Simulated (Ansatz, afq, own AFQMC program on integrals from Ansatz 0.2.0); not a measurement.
# AlSiH2+ (triplet): AFQMC on the coupled-cluster ladder, cc-pVDZ

Aim: compute AlSiH2+ (triplet) with auxiliary-field quantum Monte Carlo on the same integrals as coupled cluster, and set the energies side by side.

The runs use Ansatz 0.2.0, Gaussian basis, and an in-house AFQMC program (afq) on its integrals; all values are calculated; cc-pVDZ, frozen cores.

To be run: PBE (unrestricted); r2SCAN (unrestricted); PBE0 (unrestricted); B3LYP (unrestricted); wB97M-V (unrestricted); B2PLYP (unrestricted); CCSD(T) on ROHF; CCSDT(Q) on ROHF; Phaseless AFQMC, single-determinant trial on ROHF; Free-projection AFQMC, CISD trial on ROHF; CCSD(T) on UHF; CCSDT(Q) on UHF; Phaseless AFQMC, CISD trial on UHF; Phaseless AFQMC, single-determinant trial on UHF; Free-projection AFQMC, CISD trial on UHF.

1 further run of the same task is left out (it didn't finish).

**1. The system**

The geometry is a PBE0/def2-TZVP stationary point (not a proven minimum) of the parent state, kept for this charge and spin.

4 atoms, charge 1, spin multiplicity 3.

Atoms are counted from 1 here; the program's logs count them from 0.

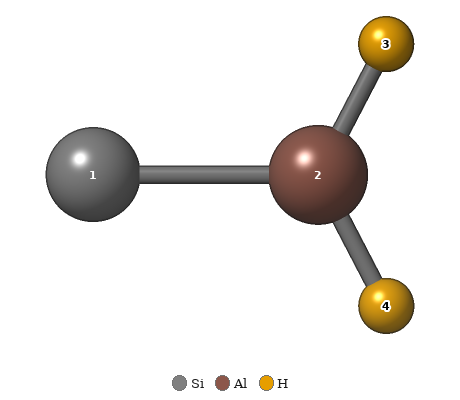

The geometry (silicon grey, aluminium brown, hydrogen amber); atoms are numbered from 1 in the order of the file.

**2. PBE (unrestricted)**

Contents of in.yaml:

```yaml
crystal:
  periodic: [false, false, false]
  atoms:
    - {symbol: Si, position_ang: [0.000000, 0.000000, 1.249328]}
    - {symbol: Al, position_ang: [0.000000, 0.000000, -1.159384]}
    - {symbol: H, position_ang: [0.000000, 1.405470, -1.888034]}
    - {symbol: H, position_ang: [0.000000, -1.405470, -1.888034]}
basis:
  gaussian: {orbitals: cc-pVDZ}
total_charge: 1
magnetization: {spin_polarized: true, initial_magnetization: 2}
hamiltonian: {xc: {name: PBE}}
output: {orbitals: {seedname: orbitals}}
```

The run is started by

```
> ansatz run in.yaml --threads 1 --pin off --events-out ev --progress --plain --max-ram 1843MiB
```

Log:

```text
Functional definition: PBE
  name "PBE"
  cite "Perdew, Burke & Ernzerhof, Phys. Rev. Lett. 77, 3865 (1996) doi:10.1103/PhysRevLett.77.3865"
  parent pbe
  parameter kappa = 0.804
  parameter beta = 0.06672455060314922
  exchange = pbe_x(kappa = kappa, mu = beta*pi^2/3)
  correlation = pbe_c(beta = beta)
451 factors; integrals over basis functions are off by at most 9.2e-4 eV
mean field evaluation 1: about -14485.8734 eV, gradient 1.2e1 eV
mean field evaluation 2: about -14455.0169 eV, gradient 4.5e1 eV
mean field evaluation 4: about -14487.8265 eV, gradient 1.6e0 eV
mean field evaluation 8: about -14487.8541 eV, gradient 1.4e-2 eV
mean field evaluation 16: about -14487.2584 eV, gradient 2.9e0 eV
mean field evaluation 32: about -14487.6175 eV, gradient 7.8e-1 eV
mean field -14487.85406724 eV, -532.4188167507 hartree, gradient 5.3e-6 eV, S^2 2.004042; 7 other end points of the search recorded, 0 dependent functions left out
reference -14487.85410734 eV, -532.4188182246 hartree; 15, 13 occupied and 31, 33 virtual orbitals, 451 factors
Total energy: -14487.85410734 eV, -532.4188182246 hartree
```

Wall time 3.9 s (1 thread of Arm Neoverse V1, shared host).

From the report: ⟨S²⟩ of the determinant 2.004 (pure triplet: 2.00).

**3. r2SCAN (unrestricted)**

Changes to in.yaml since step 2:

```diff
@@ -11,3 +11,2 @@
 magnetization: {spin_polarized: true, initial_magnetization: 2}
-hamiltonian: {xc: {name: PBE}}
-output: {orbitals: {seedname: orbitals}}
+hamiltonian: {xc: {name: r2SCAN}}
```

The command is unchanged.

Log:

```text
Functional definition: r2SCAN
  name "r2SCAN"
  cite "Furness, Kaplan, Ning, Perdew & Sun, J. Phys. Chem. Lett. 11, 8208 (2020) doi:10.1021/acs.jpclett.0c02405"
  cite "Furness, Kaplan, Ning, Perdew & Sun, J. Phys. Chem. Lett. 11, 9248 (2020) doi:10.1021/acs.jpclett.0c03077"
  parent r2scan
  parameter k0 = 0.174
  parameter k1 = 0.065
  parameter a1 = 4.9479
  exchange = r2scan_x(k0 = k0, k1 = k1, a1 = a1)
  correlation = r2scan_c
451 factors; integrals over basis functions are off by at most 9.2e-4 eV
mean field evaluation 1: about -14492.5225 eV, gradient 1.1e1 eV
mean field evaluation 2: about -14471.3422 eV, gradient 4.1e1 eV
mean field evaluation 4: about -14494.1120 eV, gradient 1.4e0 eV
mean field evaluation 8: about -14494.1330 eV, gradient 1.4e-2 eV
mean field evaluation 16: about -14494.1330 eV, gradient 7.0e-5 eV
mean field evaluation 32: about -14493.7070 eV, gradient 4.6e-1 eV
mean field -14494.13298408 eV, -532.6495626887 hartree, gradient 9.9e-6 eV, S^2 2.006573; 4 other end points of the search recorded, 0 dependent functions left out
reference -14494.13299850 eV, -532.6495632185 hartree; 15, 13 occupied and 31, 33 virtual orbitals, 451 factors
Total energy: -14494.13299850 eV, -532.6495632185 hartree
```

Wall time 6.5 s (1 thread of Arm Neoverse V1, shared host).

From the report: ⟨S²⟩ of the determinant 2.007 (pure triplet: 2.00).

**4. PBE0 (unrestricted)**

Changes to in.yaml since step 3:

```diff
@@ -11,2 +11,3 @@
 magnetization: {spin_polarized: true, initial_magnetization: 2}
-hamiltonian: {xc: {name: r2SCAN}}
+hamiltonian: {xc: {name: PBE0}}
+output: {orbitals: {seedname: orbitals}}
```

Launched as before.

Log:

```text
Functional definition: PBE0
  name "PBE0"
  cite "Adamo & Barone, J. Chem. Phys. 110, 6158 (1999) doi:10.1063/1.478522"
  cite "Perdew, Burke & Ernzerhof, Phys. Rev. Lett. 77, 3865 (1996) doi:10.1103/PhysRevLett.77.3865"
  parent pbe
  parameter a = 0.25
  parameter kappa = 0.804
  parameter beta = 0.06672455060314922
  exchange = (1 - a)*pbe_x(kappa = kappa, mu = beta*pi^2/3) + a*exact_x
  correlation = pbe_c(beta = beta)
451 factors; integrals over basis functions are off by at most 9.2e-4 eV
mean field evaluation 1: about -14487.9490 eV, gradient 9.7e0 eV
mean field evaluation 2: about -14487.1776 eV, gradient 1.2e1 eV
mean field evaluation 4: about -14489.2020 eV, gradient 4.8e-1 eV
mean field evaluation 8: about -14489.2495 eV, gradient 2.2e-2 eV
mean field evaluation 16: about -14489.2495 eV, gradient 8.5e-5 eV
mean field -14489.24949320 eV, -532.4700977092 hartree, gradient 5.7e-6 eV, S^2 2.004518; 1 other end points of the search recorded, 0 dependent functions left out
reference -14489.24952315 eV, -532.4700988098 hartree; 15, 13 occupied and 31, 33 virtual orbitals, 451 factors
Total energy: -14489.24952315 eV, -532.4700988098 hartree
```

Run time: 2 s. Hardware: 1 thread of Arm Neoverse V1, shared host.

From the report: ⟨S²⟩ of the determinant 2.005 (pure triplet: 2.00).

**5. B3LYP (unrestricted)**

Changes to in.yaml since step 4:

```diff
@@ -11,3 +11,2 @@
 magnetization: {spin_polarized: true, initial_magnetization: 2}
-hamiltonian: {xc: {name: PBE0}}
-output: {orbitals: {seedname: orbitals}}
+hamiltonian: {xc: {name: B3LYP}}
```

Same command.

Log:

```text
Functional definition: B3LYP
  name "B3LYP"
  cite "Stephens, Devlin, Chabalowski & Frisch, J. Phys. Chem. 98, 11623 (1994) doi:10.1021/j100096a001"
  cite "Becke, Phys. Rev. A 38, 3098 (1988) doi:10.1103/PhysRevA.38.3098"
  cite "Lee, Yang & Parr, Phys. Rev. B 37, 785 (1988) doi:10.1103/PhysRevB.37.785"
  cite "Vosko, Wilk & Nusair, Can. J. Phys. 58, 1200 (1980) doi:10.1139/p80-159"
  parameter a0 = 0.2
  parameter ax = 0.72
  parameter ac = 0.81
  exchange = (1 - a0 - ax)*slater_x + ax*b88_x + a0*exact_x
  correlation = (1 - ac)*vwn_rpa_c + ac*lyp_c
451 factors; integrals over basis functions are off by at most 9.2e-4 eV
mean field evaluation 1: about -14495.4636 eV, gradient 1.0e1 eV
mean field evaluation 2: about -14493.1128 eV, gradient 1.7e1 eV
mean field evaluation 4: about -14496.8547 eV, gradient 6.4e-1 eV
mean field evaluation 8: about -14496.8950 eV, gradient 2.3e-2 eV
mean field evaluation 16: about -14496.8950 eV, gradient 7.7e-5 eV
mean field -14496.89496866 eV, -532.7510637499 hartree, gradient 1.5e-5 eV, S^2 2.003378; 1 other end points of the search recorded, 0 dependent functions left out
reference -14496.89519866 eV, -532.7510722024 hartree; 15, 13 occupied and 31, 33 virtual orbitals, 451 factors
Total energy: -14496.89519866 eV, -532.7510722024 hartree
```

Run time: 1.9 s. Hardware: 1 thread of Arm Neoverse V1, shared host.

From the report: ⟨S²⟩ of the determinant 2.003 (pure triplet: 2.00).

**6. wB97M-V (unrestricted)**

Changes to in.yaml since step 5:

```diff
@@ -11,2 +11,3 @@
 magnetization: {spin_polarized: true, initial_magnetization: 2}
-hamiltonian: {xc: {name: B3LYP}}
+hamiltonian: {xc: {name: wB97M-V}}
+output: {orbitals: {seedname: orbitals}}
```

Launched as before.

Log:

```text
Functional definition: wB97M-V
  name "wB97M-V"
  cite "Mardirossian & Head-Gordon, J. Chem. Phys. 144, 214110 (2016) doi:10.1063/1.4952647"
  cite "Becke, J. Chem. Phys. 107, 8554 (1997) doi:10.1063/1.475007"
  cite "Vydrov & Van Voorhis, J. Chem. Phys. 133, 244103 (2010) doi:10.1063/1.3521275"
  # Of w^i u^j: cxij and so on, Table III.
  parameter omega = 0.3/bohr
  parameter cx = 0.15
  parameter cx01 = 1.007
  parameter cx10 = 0.259
  parameter css00 = 0.443
  parameter css04 = -1.437
  parameter css10 = -4.535
  parameter css20 = -3.390
  parameter css43 = 4.278
  parameter cos00 = 1.000
  parameter cos10 = 1.358
  parameter cos20 = 2.924
  parameter cos21 = -8.812
  parameter cos60 = -1.390
  parameter cos61 = 9.142
  parameter b = 6.0
  parameter c = 0.01
  gx(w, u) = 1 - cx + cx01*u + cx10*w
  gss(w, u) = css00 + css04*u^4 + css10*w + css20*w^2 + css43*w^4*u^3
  gos(w, u) = cos00 + cos10*w + (cos20 + cos21*u)*w^2 + (cos60 + cos61*u)*w^6
  exchange = spin_sum(e_x_unif_sr(omega)*gx(b97_w, b97_u_x)) + cx*exact_x_sr(omega) + exact_x_lr(omega)
  correlation = spin_sum(e_c_pw_mod_same_spin*gss(b97_w, b97_u_same))
      + integral(e_c_pw_mod_opposite_spin*gos(b97_w_opposite, b97_u_opposite)) + vv10(b, c)
451 factors; integrals over basis functions are off by at most 9.2e-4 eV
168 factors; integrals over basis functions are off by at most 9.7e-6 eV
mean field evaluation 1: about -14493.6546 eV, gradient 7.9e0 eV
mean field evaluation 2: about -14494.4139 eV, gradient 2.7e0 eV
mean field evaluation 4: about -14494.5058 eV, gradient 6.8e-1 eV
mean field evaluation 8: about -14494.5489 eV, gradient 1.1e-1 eV
mean field evaluation 16: about -14494.5496 eV, gradient 2.5e-4 eV
mean field -14494.54955709 eV, -532.6648714646 hartree, gradient 9.4e-6 eV, S^2 2.002254; 1 other end points of the search recorded, 0 dependent functions left out
reference -14494.54960033 eV, -532.6648730534 hartree; 15, 13 occupied and 31, 33 virtual orbitals, 451 factors
Total energy: -14494.54960033 eV, -532.6648730534 hartree
```

It took 12 s on 1 thread of Arm Neoverse V1, shared host.

From the report: ⟨S²⟩ of the determinant 2.002 (pure triplet: 2.00).

**7. B2PLYP (unrestricted)**

Changes to in.yaml since step 6:

```diff
@@ -11,3 +11,3 @@
 magnetization: {spin_polarized: true, initial_magnetization: 2}
-hamiltonian: {xc: {name: wB97M-V}}
-output: {orbitals: {seedname: orbitals}}
+hamiltonian: {xc: {name: B2PLYP}}
+correlation: {electrons: outside_noble_gas}
```

Same command.

Log:

```text
Functional definition: B2PLYP
  name "B2PLYP"
  cite "Grimme, J. Chem. Phys. 124, 034108 (2006) doi:10.1063/1.2148954"
  cite "Becke, Phys. Rev. A 38, 3098 (1988) doi:10.1103/PhysRevA.38.3098"
  cite "Lee, Yang & Parr, Phys. Rev. B 37, 785 (1988) doi:10.1103/PhysRevB.37.785"
  parameter a = 0.53
  parameter c = 0.27
  exchange = (1 - a)*b88_x + a*exact_x
  correlation = (1 - c)*lyp_c + c*(mp2_os + mp2_ss)
451 factors; integrals over basis functions are off by at most 9.2e-4 eV
mean field evaluation 1: about -14487.0632 eV, gradient 8.2e0 eV
mean field evaluation 2: about -14487.0636 eV, gradient 8.2e0 eV
mean field evaluation 4: about -14488.0565 eV, gradient 7.3e-1 eV
mean field evaluation 8: about -14488.0731 eV, gradient 3.2e-2 eV
mean field evaluation 16: about -14488.0731 eV, gradient 1.5e-5 eV
mean field -14488.07313927 eV, -532.4268674993 hartree, gradient 3.7e-6 eV, S^2 2.006937; 2 other end points of the search recorded, 0 dependent functions left out
10 core orbitals not correlated: weight in the atoms' cores, before any rotation towards them, 1.000 or more for the frozen orbitals, at most 0.000 for the correlated occupied ones
reference -14488.07328450 eV, -532.4268728365 hartree; 5, 3 occupied and 31, 33 virtual orbitals, 451 factors
second order -3.64414829 eV of doubles, -0.00000000 eV of singles
Total energy: -14489.05720453 eV, -532.4630312309 hartree
```

Run time: 2 s. Hardware: 1 thread of Arm Neoverse V1, shared host.

From the report: ⟨S²⟩ of the determinant 2.007 (pure triplet: 2.00).

**8. CCSD(T) on ROHF**

Changes to in.yaml since step 7:

```diff
@@ -10,4 +10,3 @@
 total_charge: 1
-magnetization: {spin_polarized: true, initial_magnetization: 2}
-hamiltonian: {xc: {name: B2PLYP}}
-correlation: {electrons: outside_noble_gas}
+magnetization: {spin_polarized: false, initial_magnetization: 2}
+correlation: {method: ccsd_t, electrons: outside_noble_gas, hamiltonian_folder: ham}
```

Launched as before.

Log:

```text
Functional definition: HF
  name "HF"
  cite "Fock, Z. Phys. 61, 126 (1930) doi:10.1007/BF01340294"
  parent pbe
  exchange = exact_x
  correlation = 0
451 factors; integrals over basis functions are off by at most 9.2e-4 eV
mean field evaluation 1: about -14465.7241 eV, gradient 9.4e0 eV
mean field evaluation 2: about -14465.7272 eV, gradient 9.4e0 eV
mean field evaluation 4: about -14467.0198 eV, gradient 1.2e0 eV
mean field evaluation 8: about -14467.0674 eV, gradient 1.4e-1 eV
mean field evaluation 16: about -14467.0509 eV, gradient 5.0e-1 eV
mean field evaluation 32: about -14466.9074 eV, gradient 5.4e-1 eV
mean field evaluation 64: about -14466.7418 eV, gradient 3.5e-4 eV
mean field evaluation 96: about -14466.7045 eV, gradient 1.1e0 eV
mean field evaluation 128: about -14463.0098 eV, gradient 3.6e-3 eV
mean field evaluation 160: about -14463.0098 eV, gradient 2.8e-3 eV
mean field -14467.06882516 eV, -531.6549731931 hartree, gradient 5.6e-6 eV, S^2 2.000000; 7 other end points of the search recorded, 0 dependent functions left out
mean field evaluation 192: about -14467.0767 eV, gradient 6.3e-1 eV
determinant -14467.06882516 eV, -531.6549731931 hartree, with singles and doubles -14470.91276155 eV, -531.7962352500 hartree
determinant -14466.74181878 eV, -531.6429559305 hartree, with singles and doubles -14470.53123476 eV, -531.7822143990 hartree
determinant -14465.10324348 eV, -531.5827393987 hartree, with singles and doubles -14469.20715072 eV, -531.7335552081 hartree
determinant -14467.06882516 eV, -531.6549731931 hartree, with singles and doubles -14470.91239447 eV, -531.7962217599 hartree
determinant -14466.74181878 eV, -531.6429559305 hartree, with singles and doubles -14470.53087487 eV, -531.7822011735 hartree
10 core orbitals not correlated: weight in the atoms' cores, before any rotation towards them, 1.000 or more for the frozen orbitals, at most 0.000 for the correlated occupied ones
reference -14467.06882516 eV, -531.6549731931 hartree; 5, 3 occupied and 31, 33 virtual orbitals, 451 factors
second order -2.80801791 eV of doubles, -0.06107127 eV of singles
cycle   1  -3.84356775 eV  change    1.6e-6 eV  update   1.4e-6
perturbative correction -0.09380019 eV, -0.0034470935 hartree
Total energy: -14471.00619310 eV, -531.7996687961 hartree
```

It took 3.1 s on 1 thread of Arm Neoverse V1, shared host.

From the report: correlation -3.9374 eV; T1 0.031; largest double amplitude 0.06.

This run also writes the integrals to the folder ham.

**9. CCSDT(Q) on ROHF**

Changes to in.yaml since step 8:

```diff
@@ -11,2 +11,2 @@
 magnetization: {spin_polarized: false, initial_magnetization: 2}
-correlation: {method: ccsd_t, electrons: outside_noble_gas, hamiltonian_folder: ham}
+correlation: {method: ccsdt_q, electrons: outside_noble_gas}
```

Launched as before.

Log:

```text
Functional definition: HF
  name "HF"
  cite "Fock, Z. Phys. 61, 126 (1930) doi:10.1007/BF01340294"
  parent pbe
  exchange = exact_x
  correlation = 0
865 factors; integrals over basis functions are off by at most 1.4e-7 eV
mean field evaluation 1: about -14465.7239 eV, gradient 9.4e0 eV
mean field evaluation 2: about -14465.7272 eV, gradient 9.4e0 eV
mean field evaluation 4: about -14467.0198 eV, gradient 1.2e0 eV
mean field evaluation 8: about -14467.0674 eV, gradient 1.4e-1 eV
mean field evaluation 16: about -14467.0508 eV, gradient 5.0e-1 eV
mean field evaluation 32: about -14466.9075 eV, gradient 5.4e-1 eV
mean field evaluation 64: about -14466.7419 eV, gradient 3.6e-4 eV
mean field evaluation 96: about -14466.7045 eV, gradient 1.1e0 eV
mean field evaluation 128: about -14463.0098 eV, gradient 1.8e-2 eV
mean field evaluation 160: about -14463.0098 eV, gradient 1.8e-2 eV
mean field -14467.06887008 eV, -531.6549748440 hartree, gradient 6.4e-6 eV, S^2 2.000000; 7 other end points of the search recorded, 0 dependent functions left out
mean field evaluation 192: about -14466.9138 eV, gradient 2.8e0 eV
determinant -14467.06887008 eV, -531.6549748440 hartree, with singles and doubles -14470.91281055 eV, -531.7962370507 hartree
determinant -14466.74186293 eV, -531.6429575528 hartree, with singles and doubles -14470.53128502 eV, -531.7822162460 hartree
determinant -14465.10328572 eV, -531.5827409511 hartree, with singles and doubles -14469.20719661 eV, -531.7335568947 hartree
determinant -14467.06887008 eV, -531.6549748440 hartree, with singles and doubles -14470.91244384 eV, -531.7962235743 hartree
determinant -14466.74186293 eV, -531.6429575528 hartree, with singles and doubles -14470.53092514 eV, -531.7822030208 hartree
10 core orbitals not correlated: weight in the atoms' cores, before any rotation towards them, 1.000 or more for the frozen orbitals, at most 0.000 for the correlated occupied ones
reference -14467.06887008 eV, -531.6549748440 hartree; 5, 3 occupied and 31, 33 virtual orbitals, 865 factors
second order -2.80805846 eV of doubles, -0.06107185 eV of singles
cycle   1  -3.52904958 eV  change   -6.6e-1 eV  update   8.0e-2
cycle   2  -3.89732428 eV  change   -3.7e-1 eV  update   3.9e-2
cycle   3  -3.94639245 eV  change   -4.9e-2 eV  update   2.0e-2
cycle   4  -3.96889558 eV  change   -2.3e-2 eV  update   1.2e-2
cycle   5  -3.97118325 eV  change   -2.3e-3 eV  update   5.3e-3
cycle   6  -3.96894660 eV  change    2.2e-3 eV  update   2.6e-3
cycle   7  -3.96903296 eV  change   -8.6e-5 eV  update   1.1e-3
cycle   8  -3.97020087 eV  change   -1.2e-3 eV  update   6.4e-4
cycle   9  -3.97038710 eV  change   -1.9e-4 eV  update   3.2e-4
cycle  10  -3.97019635 eV  change    1.9e-4 eV  update   1.6e-4
cycle  11  -3.97011274 eV  change    8.4e-5 eV  update   8.5e-5
cycle  12  -3.97013805 eV  change   -2.5e-5 eV  update   4.5e-5
cycle  13  -3.97018998 eV  change   -5.2e-5 eV  update   2.7e-5
cycle  14  -3.97020764 eV  change   -1.8e-5 eV  update   1.4e-5
cycle  15  -3.97020227 eV  change    5.4e-6 eV  update   8.5e-6
cycle  16  -3.97019635 eV  change    5.9e-6 eV  update   5.3e-6
cycle  17  -3.97019263 eV  change    3.7e-6 eV  update   2.8e-6
cycle  18  -3.97019197 eV  change    6.6e-7 eV  update   1.5e-6
cycle  19  -3.97019333 eV  change   -1.4e-6 eV  update   8.2e-7
cycle  20  -3.97019402 eV  change   -6.9e-7 eV  update   4.7e-7
perturbative correction -0.00434271 eV, -0.0001595916 hartree
Total energy: -14471.04340681 eV, -531.8010363747 hartree
```

Run time: 15 s. Hardware: 1 thread of Arm Neoverse V1, shared host.

From the report: correlation -3.9745 eV; T1 0.034; largest double amplitude 0.06.

**10. Phaseless AFQMC, single-determinant trial on ROHF**

It reads the integrals that the CCSD(T) run on this determinant wrote.

The run is started by

```
> afq ham --method phaseless --trial hf --walkers 120 --populations 1 --least-time 40 --time-step 0.005 --steps-per-block 20 --equilibration-blocks 112 --max-blocks 600 --target-error 0.00102 --factor-cut 1e-05 --start spin_pure --seed 696 --taylor-order 6
```

Log:

```text
orbitals 36  electrons 5 3  factors 266 of 451
reference energy -531.65497319 Eh
CCSD correlation -0.14124856 Eh in 12 cycles, weight of the determinant in the CISD state 0.8812
energy of the start -531.654973 Eh
 block  time / (1/Eh)  mean weight  energy / Eh
     1     0.100  1.0004  -531.673781
     2     0.200  1.0010  -531.688981
     3     0.300  1.0004  -531.702070
     4     0.400  1.0001  -531.715425
     5     0.500  1.0015  -531.722322
     6     0.600  1.0006  -531.734121
     7     0.700  0.9998  -531.742487
     8     0.800  1.0008  -531.750611
     9     0.900  1.0004  -531.757008
    10     1.000  0.9997  -531.762327
    18     1.800  1.0014  -531.771491
    35     3.500  1.0004  -531.796052
    52     5.200  1.0003  -531.813250
    69     6.900  1.0002  -531.825265
    86     8.600  0.9988  -531.784893
   103    10.300  1.0008  -531.793345
   120    12.000  1.0018  -531.793255
   137    13.700  1.0011  -531.786793
   154    15.400  1.0008  -531.789610
   171    17.100  0.9993  -531.802077
   188    18.800  1.0001  -531.802366
   205    20.500  0.9998  -531.782704
   222    22.200  0.9983  -531.800281
   239    23.900  1.0002  -531.815134
   256    25.600  0.9999  -531.801557
   273    27.300  1.0006  -531.793137
   290    29.000  0.9991  -531.784771
   307    30.700  0.9988  -531.782426
   324    32.400  1.0006  -531.812546
   341    34.100  1.0001  -531.796736
   358    35.800  0.9989  -531.802529
   375    37.500  0.9992  -531.799975
   392    39.200  0.9994  -531.793054
   409    40.900  1.0012  -531.802480
   426    42.600  0.9998  -531.793813
   443    44.300  0.9994  -531.802319
   460    46.000  1.0000  -531.803271
   477    47.700  1.0000  -531.811267
   494    49.400  1.0005  -531.778253
   511    51.100  1.0004  -531.790890
   528    52.800  0.9998  -531.798222
   545    54.500  0.9998  -531.790525
   562    56.200  0.9992  -531.819298
   579    57.900  0.9997  -531.800502
   596    59.600  1.0009  -531.784483
   613    61.300  1.0001  -531.805389
   630    63.000  0.9998  -531.796979
   647    64.700  1.0013  -531.798416
   664    66.400  0.9984  -531.808664
   681    68.100  1.0000  -531.800077
   698    69.800  0.9982  -531.787762
blocks merged  error / Eh  count
     1  0.000388  590
     2  0.000511  295
     4  0.000674  147
     8  0.000872  73
    16  0.000997  36
    32  0.001006  18
    64  0.000888  9
energy -531.797455 +/- 0.001006 Eh
```

Wall time 4 min (1 thread of Arm Neoverse V1, shared host).

Energy -14470.9459 ± 0.0274 eV. Caveats: constraint bias not in the error.

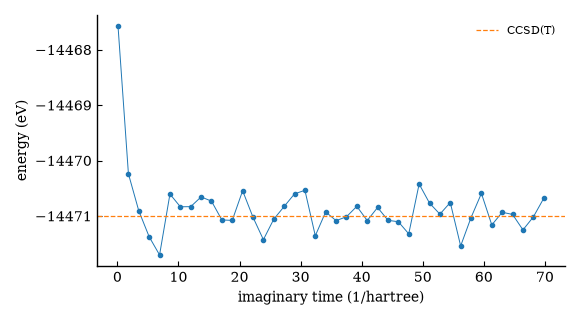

Block energies along the walk.

[end of part 1 of 2]
